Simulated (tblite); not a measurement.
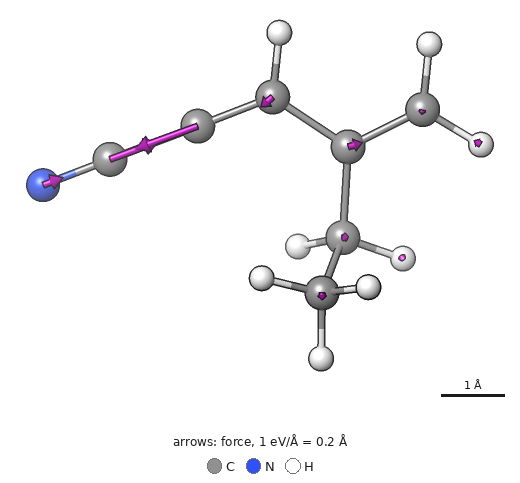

Starting geometry of C₇H₈N (multiplicity 2) with the computed forces as purple arrows. The picture is a ball-and-stick view, seen face on.

Computed with tblite, GFN2-xTB geometry optimisation, gas phase. 

What follows when this structure is relaxed?

It isn't relaxed: the largest force vector, on a C atom, is 5.50 eV/Å. The final displacements follow the starting forces only in part (cosine between the two patterns 0.39). The largest move after the best rigid fit is that of the N atom, 0.31 Å. By element the largest moves are N 0.31 Å, C 0.25 Å, H 0.17 Å. Near-neighbour distances that change, for instance: C–C 1.530 → 1.316 Å, C–H 1.099 → 1.077 Å, C–H 1.107 → 1.091 Å, C–C 1.348 → 1.333 Å. Among the angles between lasting bonds that change: H–C–H 104.7° → 108.5°, C–C–C 178.7° → 175.1°, C–C–C 120.5° → 117.3°. The energy falls by 20.4 kcal/mol in 56 geometry steps. Cost: 0.32 s on 1 thread of Arm Neoverse V1, with other jobs on the host.
